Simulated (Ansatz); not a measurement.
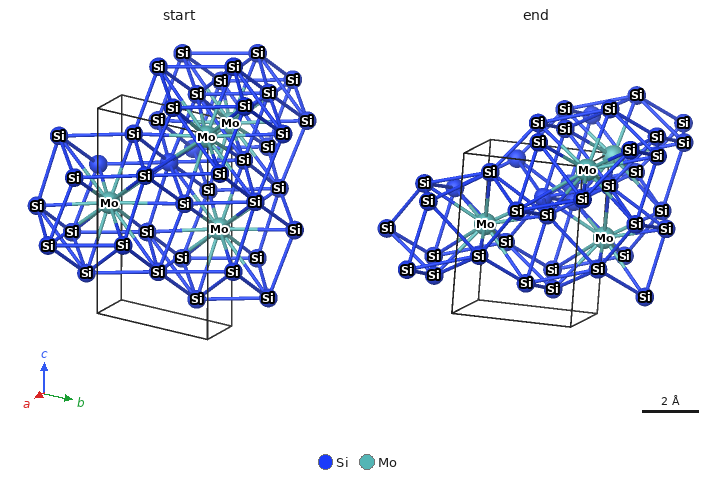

The structure of solid Si$_{3}$Mo (a generated structure, set up in P1) (coarse preliminary run) before (left) and after (right) a relaxation, at one scale.

A ball-and-stick model of the cell of the calculation, reduced to other axes, seen slightly off an axis. Lengths and directions refer to the drawn axes.

Theory: DFT PBE, scalar-relativistic, plane waves, PAW in Ansatz. Set-up: plane-wave cutoff 420 eV; k-point mesh 6 × 6 × 6; occupations gaussian; smearing width 0.2 eV; no spin polarisation; cell and atoms relaxed; force threshold 0.025 eV/Å; at most 60 steps.

> Describe what moved and what it gained.

The run was cut off at its time limit before the relaxation converged, so the last structure is only a point on the way. Over 12 accepted moves (13 points after the start) the energy falls by 3.260 eV per cell of the calculation. The largest force component goes from 0.57 to 1.1 eV/Å. The pressure goes from −2.09 to 0.65 GPa. The line search rejected the trial step at point 9 of the run. A Mo atom moves most relative to the cell: 0.78 Å roughly along [2 1 0]. Largest moves by element: Mo 0.78 Å, Si 0.76 Å. Cell: a 4.301 → 4.939 Å (+14.8 %), b 4.352 → 4.635 Å (+6.5 %), c 7.446 → 5.865 Å (−21.2 %), α 104.6° → 94.9°, β 90.5° → 88.7°, γ 119.5° → 121.5°. Volume −1.7 %. Near-neighbour distances that change, for instance: Si–Si 4.343 → 3.092 Å, Mo–Mo 4.154 → 3.034 Å, Mo–Si 2.952 → 4.050 Å, Si–Si 4.137 → 3.088 Å. Bonds break: Mo–Si (2.63 → 3.60 Å), Mo–Si (2.65 → 3.66 Å), Mo–Si (2.66 → 3.56 Å), Mo–Si (2.67 → 3.60 Å). Bond angles that change, for instance: Si–Si–Mo 174.5° → 119.8°, Si–Si–Mo 174.6° → 120.8°, Si–Si–Mo 69.4° → 110.5°. The space group stays P1 (No. 1).
